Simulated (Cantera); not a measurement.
Feed: 1 mol B2H6, a varied amount of H2, 4.7 mol N2, equilibrated at 2000 °C and 34.0 mbar.

These are equilibrium values from Cantera (NASA tables, ideal gas, pure condensed phases), not measurements of a reactor. Candidate condensed phases: B, BN; 15 gas species. The feed counts by its element totals alone. Mutual solubility and eutectic melting of coexisting phases are not modelled. The tables' values for BH2 are old estimates; treat these amounts as uncertain. Gases not in the tables: B2H6 and higher boranes. Rates play no part.

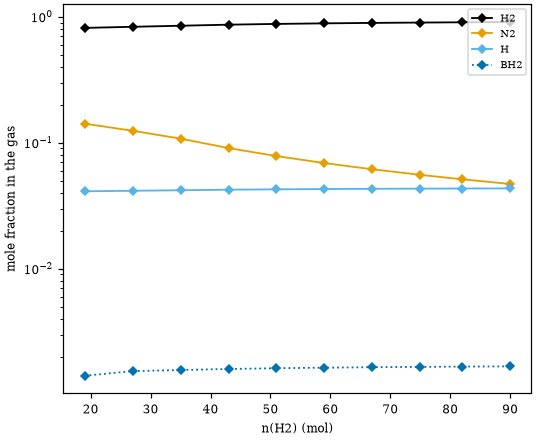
*Equilibrium gas composition (values under 1e-9 drawn at 1e-9)*

**Question.** Read off the mole fractions at 27 mol H2.

**Answer.** H2 about 0.83, N2 about 0.12, H about 0.042, BH2 about 0.0015.
